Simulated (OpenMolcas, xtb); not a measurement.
# A ladder of methods for AlNH2ClF (SMILES [NH2][Al]([F])[Cl])

AlNH2ClF has 6 atoms, charge 0, and is taken as a singlet. SMILES: `[NH2][Al]([F])[Cl]`. The shape is that of a PBE0-D4/def2-TZVP optimisation.

```xyz
6

N    -0.1123    0.9826   -0.0258
Al    0.1525   -0.7391    0.0923
F     1.0418   -1.3455    1.3311
Cl   -0.6411   -2.0494   -1.3136
H     0.2463    1.6615    0.6248
H    -0.6451    1.4260   -0.7549
```

Each level gives the energy change with the N1–H5 bond stretched from 1.006 to 1.510 Å (eV). The values are calculated.

```csv
level,kind,program,value (eV),less CCSD(T)/aug-cc-pVDZ
GFN0-xTB,semi-empirical,xtb,1.82,-0.43
HF/aug-cc-pVDZ (restricted),Hartree–Fock,OpenMolcas,2.75,+0.50
SVWN5/aug-cc-pVDZ (restricted),LDA,OpenMolcas,2.17,-0.08
PBE/aug-cc-pVDZ (restricted),GGA,OpenMolcas,2.17,-0.08
revPBE/aug-cc-pVDZ (restricted),GGA,OpenMolcas,2.16,-0.09
M06-L/aug-cc-pVDZ (restricted),meta-GGA,OpenMolcas,2.38,+0.13
PBE0/aug-cc-pVDZ (restricted),global hybrid,OpenMolcas,2.40,+0.15
MP2/aug-cc-pVDZ (restricted),perturbation theory,OpenMolcas,2.35,+0.10
CCSD(T)/aug-cc-pVDZ (Cholesky decomposition) (restricted),coupled cluster or CI,OpenMolcas,2.25,0.00
```

Differences are taken from CCSD(T)/aug-cc-pVDZ (Cholesky decomposition) (restricted) for orientation; it has basis-set and higher-order errors of its own. The first shape isn't each level's own minimum. The values span 1.82 to 2.75 eV.

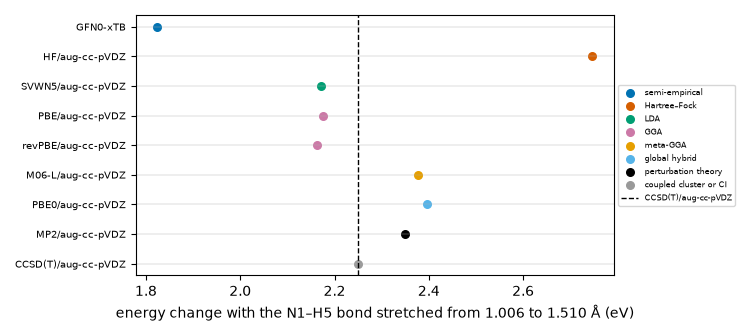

The values of the table, level by level.
